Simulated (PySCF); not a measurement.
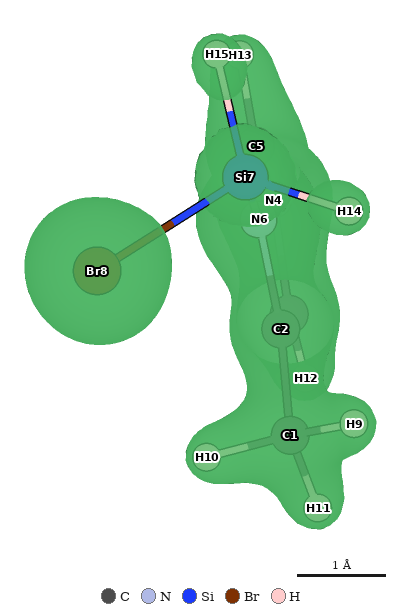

Figure. C$_{4}$H$_{7}$BrN$_{2}$Si. Isosurface of the total electron density at 1 e/Å³ (green), seen at an oblique angle.

Geometry: GFN2-xTB.

All numbers below come from PBE0/def2-SVPD, SCF density, gas phase (PySCF 2.14.0).

```xyz
15

C    -0.8489    1.5701    0.4390
C    -0.8275    0.1335    0.0687
C    -1.8420   -0.7440   -0.1604
N    -1.3425   -1.9732   -0.4897
C    -0.0599   -1.8454   -0.4632
N     0.3471   -0.5768   -0.1278
Si    1.9919   -0.0612    0.0829
Br    2.4024    1.6145   -1.2941
H    -0.2428    1.7583    1.3259
H    -0.4673    2.1902   -0.3733
H    -1.8726    1.8694    0.6477
H    -2.8989   -0.5762   -0.1119
H     0.6420   -2.6261   -0.6771
H     2.1823    0.4461    1.4310
H     2.8321   -1.1711   -0.3197
```

Q: Which contacts does the surface bridge?

A: At this value the surface falls into five separate pieces. It bridges the sampled C–N (1.29 Å) and C–C (1.36 Å) contacts, where the density stays above the isovalue. It is pinched off along the sampled Si–N (1.74 Å) and Si–Br (2.21 Å) contacts. On the grid the lowest density along these lines, outside the cores, is 2.6 e/Å³ (C–N, 1.29 Å), 2.2 e/Å³ (C–C, 1.36 Å), 0.87 e/Å³ (Si–N, 1.74 Å) and 0.59 e/Å³ (Si–Br, 2.21 Å).
